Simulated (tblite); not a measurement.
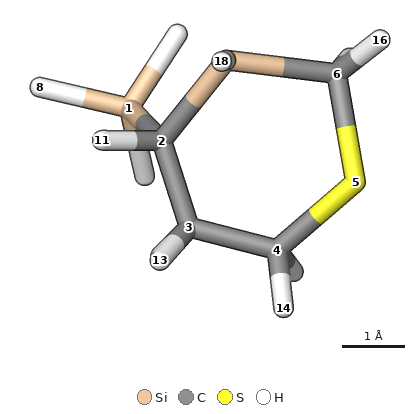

**Figure 1.** The starting structure (stick view, seen at a tilt; atoms are numbered from 1 in the order of the input).

Run report: C₄H₁₁SSi₂, geometry relaxation (part 1 of 3)

System: C₄H₁₁SSi₂, multiplicity 2.
Method: GFN2-xTB geometry optimisation, gas phase (tblite 0.8.0).

It belongs to a series of runs on one base structure; here: H removed from Si.

The program's output
```
step      E/eV     max force
  0    -564.86393    3.081
  1    -565.26425    1.544
  2    -565.37680    0.670
  3    -565.44004    0.470
  4    -565.47862    0.409
  5    -565.51099    0.491
  6    -565.54764    0.440
  7    -565.58117    0.439
  8    -565.61116    0.394
  9    -565.63900    0.443
 10    -565.66831    0.487
 11    -565.70437    0.609
 12    -565.74140    0.694
 13    -565.77390    0.562
 14    -565.81069    0.444
 15    -565.84159    0.477
 16    -565.87032    0.436
 17    -565.90141    0.346
 18    -565.92513    0.311
 19    -565.93972    0.285
 20    -565.95202    0.261
 21    -565.96704    0.257
 22    -565.98239    0.288
 23    -565.99623    0.302
 24    -566.00620    0.242
 25    -566.01263    0.201
 26    -566.01661    0.216
 27    -566.02137    0.177
 28    -566.02657    0.150
 29    -566.03261    0.163
 30    -566.03970    0.190
 31    -566.04658    0.194
 32    -566.05268    0.163
 33    -566.05919    0.183
 34    -566.06634    0.203
 35    -566.07271    0.183
 36    -566.07738    0.149
 37    -566.08123    0.154
 38    -566.08595    0.214
 39    -566.09201    0.238
 40    -566.09721    0.151
 41    -566.10009    0.119
 42    -566.10192    0.111
 43    -566.10409    0.159
 44    -566.10704    0.173
 45    -566.10987    0.136
 46    -566.11153    0.078
 47    -566.11241    0.071
 48    -566.11318    0.064
 49    -566.11407    0.054
 50    -566.11461    0.054
 51    -566.11507    0.048
 52    -566.11557    0.054
 53    -566.11629    0.058
 54    -566.11710    0.058
 55    -566.11780    0.057
 56    -566.11838    0.060
 57    -566.11903    0.068
 58    -566.11992    0.072
 59    -566.12105    0.094
 60    -566.12218    0.091
 61    -566.12305    0.057
 62    -566.12371    0.050
 63    -566.12421    0.046
 64    -566.12461    0.043
 65    -566.12497    0.056
 66    -566.12531    0.048
 67    -566.12567    0.043
 68    -566.12607    0.047
 69    -566.12653    0.052
 70    -566.12712    0.066
 71    -566.12794    0.072
 72    -566.12903    0.083
 73    -566.13024    0.083
 74    -566.13144    0.090
 75    -566.13275    0.089
 76    -566.13450    0.098
 77    -566.13706    0.136
 78    -566.13980    0.145
 79    -566.14219    0.251
 80    -566.14660    0.201
 81    -566.15076    0.083
 82    -566.15385    0.108
 83    -566.15719    0.108
 84    -566.15888    0.069
 85    -566.16014    0.092
 86    -566.16159    0.087
 87    -566.16316    0.081
 88    -566.16431    0.084
 89    -566.16476    0.045
 90    -566.16521    0.049
 91    -566.16559    0.039
 92    -566.16587    0.048
 93    -566.16615    0.046
 94    -566.16649    0.037
 95    -566.16684    0.034
 96    -566.16702    0.032
 97    -566.16713    0.022
 98    -566.16720    0.016
 99    -566.16726    0.020
100    -566.16732    0.028
101    -566.16739    0.025
102    -566.16745    0.015
103    -566.16748    0.011
104    -566.16749    0.011
105    -566.16752    0.014
106    -566.16755    0.017
107    -566.16760    0.016
108    -566.16763    0.010
109    -566.16766    0.010
```

Trajectory as extended XYZ (Å, eV, eV/Å), 27 of the 110 frames kept, from step=0 to step=109
```
18
Properties=species:S:1:pos:R:3:forces:R:3 step=0 energy=-564.86393
Si    1.9260    0.9308    0.5732    0.6910   0.7520   0.2360
C     0.7631    0.1062   -0.6688    2.3640   0.4520  -0.6580
C     0.4468   -1.2500   -0.2026    1.9730  -2.1860  -0.9070
C    -0.8142   -1.5696    0.4620   -0.0930  -1.8970   2.1330
S    -2.2449   -0.5611    0.3258   -2.6160  -0.4820  -0.3110
C    -1.9616    1.1990    0.1065    0.0000   0.9540   0.8460
Si   -0.5491    1.2813   -1.0976   -1.1070   1.3780  -1.5960
H     3.2210    1.2257   -0.0829   -0.2780  -0.0780   0.2070
H     1.2865    2.1830    0.9729    0.1380   0.0940   0.2350
H     2.1430    0.0349    1.7073    0.0860   0.0720   0.1120
H     1.3970   -0.0169   -1.5824   -0.3750   0.1480   0.4010
H     1.2644   -1.5575    0.4897   -0.3620  -0.2250  -0.3650
H     0.5573   -1.9453   -1.0641   -0.1300   0.2560   0.1400
H    -1.1168   -2.6017    0.1206   -0.2630   0.9910   0.2790
H    -0.6092   -1.7202    1.5645   -0.3160   0.3600  -0.6440
H    -2.9045    1.6323   -0.2961    0.6630  -0.4840   0.4280
H    -1.7311    1.6472    1.0932   -0.2770  -0.1120  -0.4220
H    -1.0825    0.9882   -2.4327   -0.0970   0.0080  -0.1150
18
Properties=species:S:1:pos:R:3:forces:R:3 step=4 energy=-565.47862
Si    1.9646    0.9746    0.5981   -0.0890   0.0000   0.0010
C     0.8356    0.1312   -0.6791   -0.1170  -0.0880  -0.0810
C     0.4936   -1.3049   -0.2271   -0.1650   0.1570  -0.0370
C    -0.8142   -1.6079    0.5121   -0.2000   0.2760  -0.1150
S    -2.3689   -0.5976    0.3008    0.3880   0.0060  -0.1070
C    -1.9487    1.2036    0.1294    0.0090  -0.3600   0.0150
Si   -0.5763    1.3249   -1.1606    0.1010  -0.3960   0.0170
H     3.2262    1.2292   -0.0714    0.2670   0.1250   0.0440
H     1.2973    2.2027    1.0010    0.0920   0.1980   0.2310
H     2.1531    0.0484    1.7174    0.1010   0.1360   0.1050
H     1.4085   -0.0060   -1.5995    0.1450   0.1270   0.0130
H     1.2776   -1.6029    0.4767    0.0070  -0.2840  -0.2640
H     0.5534   -1.9640   -1.0973   -0.0740   0.0690   0.0010
H    -1.1561   -2.5748    0.1433   -0.1850  -0.0550   0.2210
H    -0.6276   -1.6957    1.5829   -0.1480   0.2280   0.0140
H    -2.8766    1.6124   -0.2640   -0.0050   0.0370   0.1180
H    -1.7443    1.6501    1.1000    0.0070  -0.1690   0.0270
H    -1.1059    0.9831   -2.4743   -0.1350  -0.0060  -0.2030
18
Properties=species:S:1:pos:R:3:forces:R:3 step=8 energy=-565.61116
Si    1.9742    1.0075    0.6076    0.0120   0.0090  -0.0490
C     0.8546    0.1253   -0.6898    0.0660  -0.0150   0.1290
C     0.4780   -1.3092   -0.2474    0.0400  -0.1500  -0.0530
C    -0.8390   -1.5773    0.5120    0.2340  -0.1870   0.0560
S    -2.3698   -0.6197    0.2532   -0.2000   0.0050  -0.1800
C    -1.9353    1.1434    0.1374    0.0230   0.3300  -0.1170
Si   -0.5857    1.2574   -1.1984   -0.2020  -0.0010  -0.0630
H     3.2774    1.2611   -0.0423   -0.2130   0.0420   0.1820
H     1.3343    2.2528    1.0718    0.1630  -0.1570  -0.0380
H     2.1842    0.0949    1.7460    0.0230   0.1360  -0.0600
H     1.4556    0.0266   -1.6055    0.0110  -0.0850   0.2200
H     1.2787   -1.6937    0.4037   -0.1770   0.0830  -0.0550
H     0.5210   -1.9585   -1.1262   -0.3200   0.1020  -0.1320
H    -1.2165   -2.5653    0.2162    0.2120   0.0360   0.1280
H    -0.6718   -1.6170    1.5942    0.0830   0.2510  -0.1210
H    -2.8570    1.6024   -0.2175   -0.0320  -0.0430  -0.0790
H    -1.7415    1.5976    1.1110    0.2370  -0.3140  -0.0090
H    -1.1501    0.9779   -2.5374    0.0390  -0.0420   0.2420
18
Properties=species:S:1:pos:R:3:forces:R:3 step=13 energy=-565.77390
Si    1.9713    1.0334    0.6178   -0.0760  -0.1310   0.1380
C     0.8619    0.1127   -0.6582   -0.0580  -0.0530  -0.0960
C     0.4423   -1.3352   -0.3029   -0.2010   0.0590   0.0200
C    -0.8383   -1.5494    0.5149   -0.2330   0.1660   0.0590
S    -2.3960   -0.6544    0.1028    0.1830  -0.1260  -0.1170
C    -1.9259    1.1256    0.1076   -0.0810  -0.4370   0.0670
Si   -0.6087    1.1803   -1.2418    0.2860   0.4770   0.0840
H     3.2811    1.3297    0.0535    0.0890   0.0190  -0.2160
H     1.4365    2.2738    1.1494   -0.2610   0.2010  -0.0600
H     2.2369    0.1979    1.7735   -0.0040  -0.3350   0.2480
H     1.5260    0.0271   -1.5258   -0.0490  -0.1020  -0.0560
H     1.2379   -1.8024    0.2902   -0.0110  -0.0380  -0.1600
H     0.3382   -1.9067   -1.2354    0.0070   0.1530   0.0990
H    -1.1946   -2.5746    0.3710    0.2480  -0.0090   0.1360
H    -0.6782   -1.3914    1.5840    0.1230   0.1340  -0.0740
H    -2.8587    1.6027   -0.1852    0.1380   0.1720   0.1760
H    -1.6317    1.4029    1.1223   -0.0880   0.0450  -0.2190
H    -1.2089    0.9344   -2.5494   -0.0120  -0.1960  -0.0300
18
Properties=species:S:1:pos:R:3:forces:R:3 step=17 energy=-565.90141
Si    1.9608    1.0159    0.6604    0.0840   0.0550   0.0890
C     0.8537    0.1117   -0.6492    0.1440   0.1940   0.0130
C     0.3917   -1.3260   -0.3275    0.1790   0.1000  -0.0560
C    -0.8550   -1.5161    0.5279    0.2370  -0.1080   0.0900
S    -2.3925   -0.6992   -0.0034   -0.0100  -0.0270   0.0000
C    -1.9275    1.0613    0.0834    0.1870   0.2820  -0.0740
Si   -0.5732    1.2508   -1.2447   -0.1390  -0.2730  -0.0530
H     3.2670    1.3574    0.0573   -0.2120  -0.1270  -0.0110
H     1.4251    2.2987    1.1515   -0.1440  -0.2090  -0.0940
H     2.2524    0.1710    1.8274   -0.0980  -0.0620  -0.0790
H     1.5419   -0.0080   -1.4938   -0.0500   0.0500  -0.0790
H     1.2044   -1.8439    0.2092   -0.1440   0.0380  -0.1990
H     0.2360   -1.8505   -1.2786   -0.0260   0.0700   0.0790
H    -1.1113   -2.5822    0.4765   -0.0500   0.1890   0.2170
H    -0.6437   -1.2474    1.5688   -0.1650   0.1010  -0.1000
H    -2.8307    1.6329   -0.1397    0.1180  -0.1830   0.0750
H    -1.5883    1.3105    1.0890   -0.1260  -0.1240   0.0120
H    -1.2193    0.8693   -2.5260    0.2160   0.0350   0.1710
18
Properties=species:S:1:pos:R:3:forces:R:3 step=21 energy=-565.96704
Si    1.9608    1.0129    0.6985   -0.1130  -0.1250  -0.1070
C     0.8762    0.1315   -0.6401    0.0020  -0.1800  -0.0200
C     0.3763   -1.3023   -0.3568   -0.0280  -0.0850   0.0360
C    -0.8366   -1.4863    0.5412   -0.0690   0.1930  -0.0600
S    -2.3752   -0.7299   -0.0815    0.0010   0.0850   0.0810
C    -1.8990    1.0395    0.0634   -0.0970  -0.1820   0.1220
Si   -0.5615    1.2292   -1.2556    0.1120   0.1320   0.0600
H     3.2336    1.3602    0.0674    0.0770  -0.0520  -0.0510
H     1.3970    2.2835    1.1562   -0.1880  -0.0580   0.0330
H     2.2497    0.1571    1.8519   -0.0820  -0.0750  -0.0170
H     1.5584   -0.0065   -1.4846    0.0630   0.1320  -0.0610
H     1.1718   -1.8904    0.1018    0.2520  -0.0120   0.0490
H     0.1440   -1.7890   -1.3084   -0.0210   0.0880  -0.0980
H    -1.0752   -2.5498    0.6119    0.0160   0.0510   0.0260
H    -0.6619   -1.1011    1.5431    0.0340   0.1320   0.1200
H    -2.7991    1.6196   -0.0947   -0.1040  -0.0150  -0.1140
H    -1.5692    1.2025    1.0818    0.0740   0.0230   0.1810
H    -1.1989    0.8255   -2.5073    0.0700  -0.0520  -0.1800
18
Properties=species:S:1:pos:R:3:forces:R:3 step=25 energy=-566.01263
Si    1.9437    0.9832    0.7022   -0.0030   0.0030  -0.0450
C     0.8908    0.1257   -0.6489   -0.0910   0.0450  -0.1250
C     0.3853   -1.2969   -0.3637    0.0130  -0.0480  -0.0570
C    -0.8221   -1.4450    0.5523    0.0650  -0.0970   0.1640
S    -2.3672   -0.7272   -0.0825    0.0330  -0.0620   0.0130
C    -1.8936    1.0243    0.0810   -0.0170   0.0990   0.0250
Si   -0.5394    1.2457   -1.2398   -0.1820  -0.0690   0.0080
H     3.2086    1.3268    0.0474    0.0530   0.0090   0.0910
H     1.3094    2.2314    1.1397   -0.0330  -0.0750   0.0740
H     2.2094    0.1071    1.8466   -0.0360  -0.0150  -0.0180
H     1.5629    0.0210   -1.5076    0.0530  -0.0090   0.0120
H     1.2047   -1.8897    0.0670   -0.1170   0.0260  -0.0600
H     0.1149   -1.7447   -1.3266    0.0230  -0.1020   0.0620
H    -1.0486   -2.5084    0.6757    0.0210   0.0690  -0.0130
H    -0.6628   -1.0205    1.5479    0.1340   0.0790  -0.0920
H    -2.7986    1.5980   -0.1010    0.0460   0.0070   0.0240
H    -1.5675    1.1753    1.1116   -0.0600   0.0760  -0.1040
H    -1.1388    0.8003   -2.5130    0.0980   0.0640   0.0400
18
Properties=species:S:1:pos:R:3:forces:R:3 step=29 energy=-566.03261
Si    1.9335    0.9712    0.6941   -0.0090  -0.0130   0.0260
C     0.8816    0.1283   -0.6689    0.0670  -0.0760   0.0670
C     0.3827   -1.2976   -0.3766   -0.0050  -0.0070  -0.0300
C    -0.8046   -1.4349    0.5687   -0.0040   0.0490  -0.0870
S    -2.3566   -0.7370   -0.0830    0.0240   0.0340   0.1230
C    -1.8986    1.0262    0.0860   -0.0820  -0.0850  -0.0400
Si   -0.5585    1.2408   -1.2333    0.1280   0.0860  -0.0520
H     3.2118    1.3204    0.0654   -0.0050   0.0120   0.0910
H     1.2770    2.1983    1.1537   -0.0090  -0.0260   0.0570
H     2.1892    0.0913    1.8392   -0.0280  -0.0290  -0.0370
H     1.5744    0.0283   -1.5114   -0.0690  -0.0140  -0.0640
H     1.2009   -1.8924    0.0434    0.0210   0.0010  -0.0210
H     0.0986   -1.7543   -1.3309   -0.0110  -0.0640   0.0450
H    -1.0338   -2.4947    0.7051    0.0650   0.0740   0.1020
H    -0.6294   -0.9656    1.5417    0.0870  -0.0580  -0.0960
H    -2.7996    1.5984   -0.0995   -0.0730   0.0250   0.0220
H    -1.5715    1.1783    1.1112   -0.0340   0.0800   0.0220
H    -1.1058    0.8014   -2.5165   -0.0620   0.0110  -0.1280
18
Properties=species:S:1:pos:R:3:forces:R:3 step=34 energy=-566.06634
Si    1.9070    0.9380    0.6901   -0.0340  -0.0560   0.0500
C     0.8828    0.1180   -0.7030   -0.0520   0.0610  -0.1050
C     0.3903   -1.3058   -0.4090    0.0290  -0.0430   0.0070
C    -0.7606   -1.3980    0.5766    0.0180  -0.0750   0.1600
S    -2.3460   -0.7370   -0.0219    0.0040   0.0020   0.0410
C    -1.9220    1.0321    0.0840    0.1050   0.1730  -0.0200
Si   -0.5599    1.2540   -1.2404   -0.0860  -0.1230   0.0260
H     3.2117    1.3044    0.1329   -0.0500   0.0540   0.0530
H     1.1904    2.1108    1.1985    0.0540   0.0360   0.0190
H     2.1274    0.0217    1.8087    0.0250  -0.0920   0.0450
H     1.5611    0.0392   -1.5592   -0.0130  -0.0300  -0.0170
H     1.2192   -1.8895    0.0058    0.0130  -0.0330  -0.0140
H     0.0772   -1.8039   -1.3320    0.0180   0.1000  -0.0650
H    -0.9771   -2.4468    0.7956    0.0350   0.0510   0.0180
H    -0.5192   -0.8855    1.5117   -0.0220   0.0150  -0.0220
H    -2.8334    1.5962   -0.1006    0.0240  -0.0900  -0.0970
H    -1.6075    1.2350    1.1112    0.0230  -0.0170  -0.1420
H    -1.0499    0.8235   -2.5606   -0.0910   0.0680   0.0660
18
Properties=species:S:1:pos:R:3:forces:R:3 step=38 energy=-566.08595
Si    1.8841    0.9103    0.7077   -0.0090  -0.0180   0.0060
C     0.8789    0.1102   -0.7234    0.0530  -0.0210   0.0770
C     0.3859   -1.3171   -0.4308    0.0020   0.0710   0.0180
C    -0.7331   -1.3797    0.5968    0.0400   0.0700  -0.0750
S    -2.3330   -0.7404   -0.0008    0.0340  -0.0640   0.0480
C    -1.9183    1.0440    0.0625   -0.0720  -0.2010   0.0150
Si   -0.5658    1.2378   -1.2546    0.0350   0.0900  -0.0550
H     3.1947    1.3229    0.1966   -0.0640   0.0000   0.0030
H     1.1753    2.0830    1.2379    0.0200  -0.0550  -0.0100
H     2.1115   -0.0286    1.8131   -0.0170  -0.0400  -0.0410
H     1.5565    0.0328   -1.5798    0.0370   0.0070   0.0220
H     1.2208   -1.9137   -0.0462   -0.0120  -0.0210  -0.0460
H     0.0375   -1.7899   -1.3555    0.0130   0.0360   0.0320
H    -0.9265   -2.4109    0.8861   -0.0500  -0.0560  -0.0120
H    -0.4664   -0.8074    1.4846   -0.0030   0.0350   0.1030
H    -2.8456    1.5795   -0.1155    0.0320   0.0050  -0.1140
H    -1.6007    1.2342    1.0832    0.0720   0.1530   0.0590
H    -1.0645    0.8391   -2.5736   -0.1120   0.0090  -0.0290
18
Properties=species:S:1:pos:R:3:forces:R:3 step=42 energy=-566.10192
Si    1.8659    0.8810    0.7187    0.0260   0.0290  -0.0060
C     0.8817    0.1107   -0.7372   -0.0140   0.0170   0.0030
C     0.3942   -1.3135   -0.4365   -0.0250  -0.0010  -0.0120
C    -0.7037   -1.3659    0.6123   -0.0210  -0.0140   0.0460
S    -2.3201   -0.7489    0.0535   -0.0280   0.0350  -0.0050
C    -1.9224    1.0353    0.0560    0.0730   0.0580  -0.0380
Si   -0.5704    1.2408   -1.2669    0.0220  -0.0550  -0.0060
H     3.1693    1.3290    0.2366    0.0520  -0.0020  -0.0410
H     1.1582    2.0451    1.2592   -0.0440  -0.0220   0.0420
H     2.0881   -0.0889    1.7986   -0.0130  -0.0120  -0.0430
H     1.5534    0.0313   -1.5990    0.0620   0.0410   0.0830
H     1.2306   -1.9205   -0.0704    0.0040   0.0340  -0.0170
H     0.0386   -1.7830   -1.3579   -0.0900  -0.0100   0.0040
H    -0.9040   -2.3931    0.9196    0.0580  -0.0180  -0.0140
H    -0.4252   -0.7790    1.4904    0.0110  -0.0330   0.0310
H    -2.8485    1.5597   -0.1657    0.0370  -0.0450  -0.0090
H    -1.5984    1.2985    1.0638   -0.0690   0.0020  -0.0440
H    -1.0961    0.8677   -2.5867   -0.0410  -0.0040   0.0230
18
Properties=species:S:1:pos:R:3:forces:R:3 step=46 energy=-566.11153
Si    1.8643    0.8750    0.7229    0.0050   0.0240   0.0310
C     0.8820    0.1124   -0.7364    0.0220   0.0330  -0.0290
C     0.3887   -1.3089   -0.4392    0.0020   0.0080  -0.0010
C    -0.6922   -1.3618    0.6277    0.0120  -0.0260   0.0150
S    -2.3162   -0.7439    0.0856    0.0650  -0.0190   0.0300
C    -1.9091    1.0377    0.0403   -0.0450   0.0440   0.0160
Si   -0.5626    1.2327   -1.2817   -0.0280   0.0440  -0.0090
H     3.1682    1.3334    0.2450    0.0010  -0.0090  -0.0150
H     1.1408    2.0182    1.2839   -0.0230   0.0010   0.0430
H     2.0744   -0.1254    1.7755    0.0350   0.0020  -0.0080
H     1.5739    0.0411   -1.5799    0.0450  -0.0320  -0.0310
H     1.2334   -1.9127   -0.0896   -0.0110  -0.0330  -0.0090
H     0.0105   -1.7782   -1.3529   -0.0370   0.0260   0.0110
H    -0.8748   -2.3935    0.9290   -0.0190  -0.0120   0.0100
H    -0.4017   -0.7808    1.5063   -0.0080  -0.0230  -0.0010
H    -2.8395    1.5382   -0.2057   -0.0400   0.0460  -0.0480
H    -1.6126    1.3413    1.0430    0.0020  -0.0330   0.0160
H    -1.1364    0.8817   -2.5856    0.0200  -0.0420  -0.0190
18
Properties=species:S:1:pos:R:3:forces:R:3 step=50 energy=-566.11461
Si    1.8617    0.8745    0.7286   -0.0170  -0.0110  -0.0230
C     0.8867    0.1165   -0.7416   -0.0060  -0.0160   0.0070
C     0.3871   -1.3056   -0.4432    0.0130   0.0160   0.0010
C    -0.6821   -1.3588    0.6356    0.0000   0.0260  -0.0180
S    -2.3056   -0.7459    0.0939   -0.0470   0.0200  -0.0080
C    -1.9122    1.0414    0.0367    0.0020  -0.0140  -0.0130
Si   -0.5633    1.2366   -1.2868    0.0090  -0.0200   0.0040
H     3.1657    1.3325    0.2491   -0.0130   0.0120   0.0040
H     1.1250    2.0048    1.3010    0.0050  -0.0080   0.0290
H     2.0745   -0.1382    1.7690    0.0390   0.0100   0.0000
H     1.5866    0.0396   -1.5805   -0.0260  -0.0100   0.0080
H     1.2303   -1.9192   -0.1078    0.0040  -0.0120  -0.0210
H    -0.0119   -1.7681   -1.3518   -0.0010   0.0310  -0.0010
H    -0.8633   -2.3879    0.9476   -0.0040  -0.0040  -0.0150
H    -0.3921   -0.7693    1.5065    0.0290  -0.0060   0.0450
H    -2.8434    1.5392   -0.2193    0.0070  -0.0060   0.0110
H    -1.6162    1.3404    1.0412   -0.0230   0.0210  -0.0160
H    -1.1361    0.8738   -2.5898    0.0270  -0.0290   0.0060
18
Properties=species:S:1:pos:R:3:forces:R:3 step=54 energy=-566.11710
Si    1.8584    0.8757    0.7291    0.0320   0.0040   0.0480
C     0.8891    0.1174   -0.7413   -0.0040   0.0210   0.0200
C     0.3865   -1.3003   -0.4424   -0.0510  -0.0240  -0.0030
C    -0.6773   -1.3551    0.6413   -0.0240  -0.0140   0.0460
S    -2.3076   -0.7413    0.1063    0.0480  -0.0200   0.0230
C    -1.9146    1.0435    0.0284    0.0120   0.0220   0.0020
Si   -0.5616    1.2334   -1.2929   -0.0040  -0.0220   0.0120
H     3.1607    1.3395    0.2503   -0.0210   0.0340  -0.0080
H     1.1222    1.9949    1.3278    0.0100  -0.0340  -0.0080
H     2.0939   -0.1423    1.7603    0.0210   0.0060  -0.0030
H     1.5930    0.0336   -1.5752   -0.0180   0.0140  -0.0210
H     1.2276   -1.9266   -0.1244   -0.0070   0.0170   0.0010
H    -0.0288   -1.7498   -1.3487    0.0010  -0.0140  -0.0480
H    -0.8589   -2.3880    0.9435   -0.0160   0.0150  -0.0210
H    -0.3799   -0.7814    1.5226   -0.0120   0.0090  -0.0320
H    -2.8446    1.5386   -0.2367   -0.0050  -0.0100   0.0000
H    -1.6276    1.3554    1.0314    0.0000   0.0210  -0.0100
H    -1.1394    0.8590   -2.5910    0.0390  -0.0260   0.0030
```
